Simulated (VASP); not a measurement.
Band structure of TiAl (L1_0). Level of theory: PBE GGA with D3 dispersion (Becke-Johnson damping), VASP's PBE PAW potentials (set 64) (plane waves; VASP).

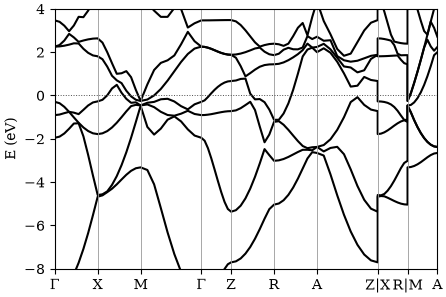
Figure: Bands along high-symmetry lines, zero at the valence-band maximum or, without a gap, the Fermi level

Task: Read the plot: is there a gap, and where are the band edges?

Result: It has no gap at this level: it comes out as a metal or semimetal. (Edges off the drawn lines would not show.)

The compound is TiAl in the L1_0 structure. It was relaxed first. The electron count is odd and the run is not spin-polarised, which forces a metal.
